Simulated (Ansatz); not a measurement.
# H5NSi···HF···NH3: what the fields show

```xyz
13

Si   -1.5888   -1.1445    0.5738
F     1.5684   -0.9827   -1.3685
H    -2.0928   -0.7190   -0.7557
H    -1.6131   -2.6251    0.6894
H    -2.4818   -0.5792    1.6254
H     1.6910    2.4868   -0.1743
N     0.0761   -0.6145    0.6961
H     0.9982   -0.9797   -0.5720
N     0.9440    1.9022   -0.5371
H     0.2277    0.3961    0.5501
H     0.5616   -0.8965    1.5411
H     0.3379    2.5097   -1.0798
H     1.3718    1.2462   -1.1885
```

All numbers below come from Ansatz 0.2.0, RKS PBE0-D4/def2-mTZVP.

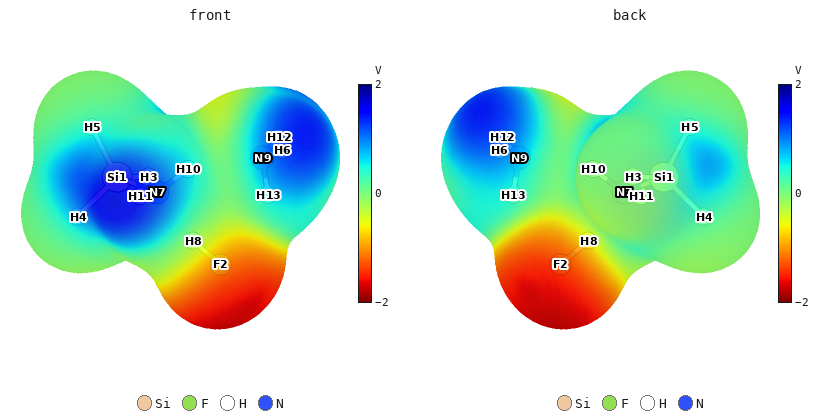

Figure 1. The electrostatic potential painted on the density surface at 0.001 e/bohr³, seen from the front and from behind; red is negative and blue positive.

### Where is the surface potential most negative and most positive?

The most negative region (about −1.8 V) lies over F2, the most positive (about +1.6 V) over H11.

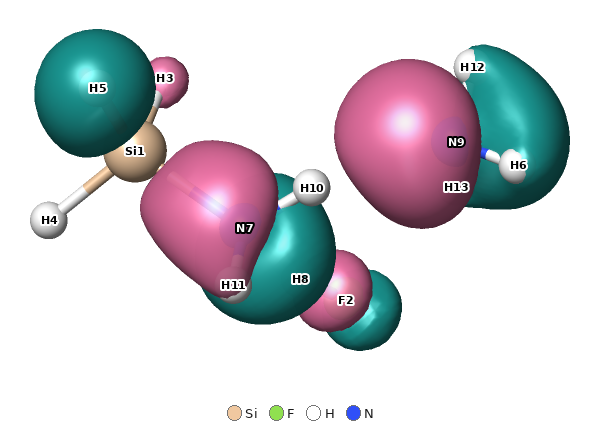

Figure 2. The HOMO−1 at ±0.1 Å⁻³ᐟ² (teal and pink are the two phases), seen at a tilt.

### Describe this orbital and give its energy.

It lies mainly on N9 (about 40 %), N7 (about 25 %), Si1 (about 5 %) and H5 (about 5 %). Its energy is −8.26 eV.

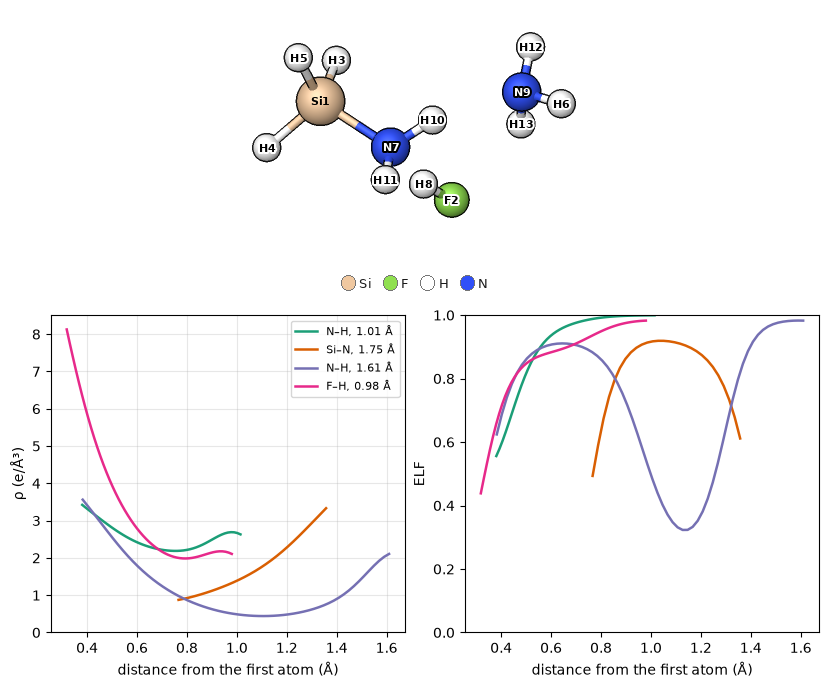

Figure 3. Total electron density and ELF along straight lines between neighbouring atoms. The curves leave out the atomic cores. The structure is drawn too.

### What kind of bonding do the profiles show?

N–H (1.01 Å): ρ is about 2.8 e/Å³ halfway; the ELF climbs to about 1 towards the hydrogen, as it does in any bond to H: a covalent bond by its length.
Si–N (1.75 Å): the density is about 1.1 e/Å³ at the midpoint; the ELF peaks at about 0.90 between the atoms; a shared but strongly polarised pair.
N7···H8 (1.61 Å): the density falls to about 0.44 e/Å³ on the way; the ELF dips to about 0.30 between them: a closed-shell contact with the geometry of a hydrogen bond.
F–H (0.98 Å): ρ is about 4.1 e/Å³ halfway; the ELF climbs to about 1 towards the hydrogen; an ordinary covalent bond to hydrogen.

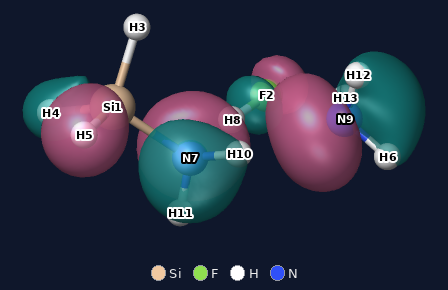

Figure 4. The HOMO at ±0.1 Å⁻³ᐟ² (teal and pink are the two phases), seen from one side.

### Describe this orbital and give its energy.

By Hirshfeld shares it lies mainly on N9 (about 35 %), N7 (about 30 %), Si1 (about 5 %) and H5 (about 5 %). Its energy is −8.12 eV.
